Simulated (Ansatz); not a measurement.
# C2H5AlBN (SMILES B[C]1=C[NH][AlH]1): HF/6-31G(d) (spherical functions)

What is the energy change on altering one bond length of C2H5AlBN at HF/6-31G* (spherical functions)? 

The results are computed with Ansatz 0.2.0.

127 further runs of the same task are left out: 127 set aside as unsound or not needed.

**1. The molecule**

The species is C2H5AlBN (10 atoms), meant as a singlet with charge 0. SMILES: `B[C]1=C[NH][AlH]1`. The shape is that of a PBE0-D4/def2-TZVP optimisation.

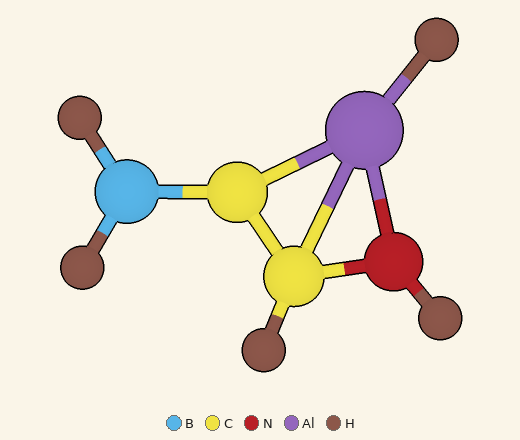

Viewed from a chosen angle; boron blue, carbon yellow, nitrogen red, aluminium purple, hydrogen brown.

**2. The energy at HF/6-31G(d) (spherical functions)**

run.yaml

```yaml
crystal:
  periodic: [false, false, false]
  atoms:
    - symbol: B
      position_ang: [-1.253000, 0.576700, -1.418700]
    - symbol: C
      position_ang: [-0.143800, 0.242800, -0.478800]
    - symbol: C
      position_ang: [-0.315000, -0.471300, 0.702300]
    - symbol: N
      position_ang: [0.820900, -0.673500, 1.422800]
    - symbol: Al
      position_ang: [1.688500, 0.264900, 0.080500]
    - symbol: H
      position_ang: [-2.375700, 0.217000, -1.161700]
    - symbol: H
      position_ang: [-1.076200, 1.195400, -2.432600]
    - symbol: H
      position_ang: [-1.273000, -0.859200, 1.061700]
    - symbol: H
      position_ang: [0.792000, -1.179400, 2.289700]
    - symbol: H
      position_ang: [3.218400, 0.635500, -0.062200]
basis:
  gaussian:
    orbitals: 6-31G_st_-spherical.json
hamiltonian:
  xc: hf
accuracy: high
output:
  orbitals: {seedname: orbitals}
```

The basis set 6-31G* is read from a file made from the Basis Set Exchange's data (not shown).

On the command line:

```sh
$ ansatz run run.yaml --threads 1 --pin off --max-ram 3480MiB --events-out events.jsonl --progress --plain --runs-dir runs
```

Log:

```text
Warning: RAYON_NUM_THREADS=1 ignored (pool sized by the plan → 1); use --threads N
Functional definition: HF
  name "HF"
  exchange = exact_x
  correlation = 0
2027 factors; integrals over basis functions are off by at most 3.5e-9 eV
mean field evaluation 1: about -10871.3072 eV, gradient 3.5e1 eV
mean field evaluation 2: about -10871.4471 eV, gradient 3.5e1 eV
mean field evaluation 4: about -10874.8736 eV, gradient 3.6e0 eV
mean field evaluation 8: about -10874.9310 eV, gradient 2.4e-1 eV
mean field evaluation 16: about -10874.9314 eV, gradient 1.3e-8 eV
mean field -10874.93138251 eV, -399.6463570139 hartree, gradient 1.4e-8 eV, S^2 0.000000; 0 other end points of the search recorded, 0 dependent functions left out
reference -10874.93138251 eV, -399.6463570139 hartree; 21, 21 occupied and 63, 63 virtual orbitals, 2027 factors
Total energy: -10874.93138251 eV, -399.6463570139 hartree
```

Run time: 3 s. Hardware: 1 thread of Arm Neoverse V1, shared host; peak memory 0.23 GiB.

**3. The distorted shape at the same level**

in.yaml

```yaml
crystal:
  periodic: [false, false, false]
  atoms:
    - {symbol: B, position_ang: [-1.394436, 0.081756, -0.607606]}
    - {symbol: C, position_ang: [-0.285236, -0.252144, 0.332294]}
    - {symbol: C, position_ang: [-0.456436, -0.966244, 1.513394]}
    - {symbol: N, position_ang: [0.679464, -1.168444, 2.233894]}
    - {symbol: Al, position_ang: [1.547064, -0.230044, 0.891594]}
    - {symbol: H, position_ang: [-2.517136, -0.277944, -0.350606]}
    - {symbol: H, position_ang: [-1.076200, 1.195400, -2.432600]}
    - {symbol: H, position_ang: [-1.414436, -1.354144, 1.872794]}
    - {symbol: H, position_ang: [0.650564, -1.674344, 3.100794]}
    - {symbol: H, position_ang: [3.076964, 0.140556, 0.748894]}
basis:
  gaussian:
    orbitals: 6-31G_st_-spherical.json
hamiltonian:
  xc: hf
accuracy: high
output: {orbitals: {seedname: orbitals}}
```

The basis set 6-31G* is read from a file made from the Basis Set Exchange's data (not shown).

On the command line:

```sh
$ ansatz run in.yaml --threads 1 --pin off --max-ram 3480MiB --events-out events.jsonl --progress --plain --runs-dir runs
```

Log:

```text
Warning: RAYON_NUM_THREADS=1 ignored (pool sized by the plan → 1); use --threads N
[... 4 set-up lines as earlier in the session ...]
2025 factors; integrals over basis functions are off by at most 3.4e-9 eV
mean field evaluation 1: about -10867.9861 eV, gradient 3.4e1 eV
mean field evaluation 2: about -10868.1211 eV, gradient 3.4e1 eV
mean field evaluation 4: about -10871.5237 eV, gradient 3.9e0 eV
mean field evaluation 8: about -10871.5895 eV, gradient 3.1e-1 eV
mean field evaluation 16: about -10871.5899 eV, gradient 2.8e-8 eV
mean field -10871.58994281 eV, -399.5235613701 hartree, gradient 2.8e-8 eV, S^2 0.000000; 0 other end points of the search recorded, 0 dependent functions left out
reference -10871.58994281 eV, -399.5235613701 hartree; 21, 21 occupied and 63, 63 virtual orbitals, 2025 factors
Total energy: -10871.58994281 eV, -399.5235613701 hartree
```

Run time: 3.3 s. Hardware: 1 thread of Arm Neoverse V1, shared host; peak memory 0.23 GiB.

**4. Summary of results**

Level: HF/6-31G* (spherical functions).

```
                                                         quantity          value
                                        first shape: total energy  -399.64636 Eh
                                         first shape: HOMO energy       -8.22 eV
                                         first shape: LUMO energy        1.60 eV
                                       first shape: HOMO–LUMO gap        9.82 eV
                                    distorted shape: total energy  -399.52356 Eh
                                     distorted shape: HOMO energy       -8.24 eV
                                     distorted shape: LUMO energy        1.32 eV
                                   distorted shape: HOMO–LUMO gap        9.56 eV
energy change with the B1–H7 bond stretched from 1.201 to 2.161 Å       3.341 eV
```

What this shows: With the B1–H7 bond stretched from 1.201 to 2.161 Å the energy rises by 3.34 eV (77 kcal/mol). The first shape isn't relaxed at this level, so the change isn't measured from a minimum.
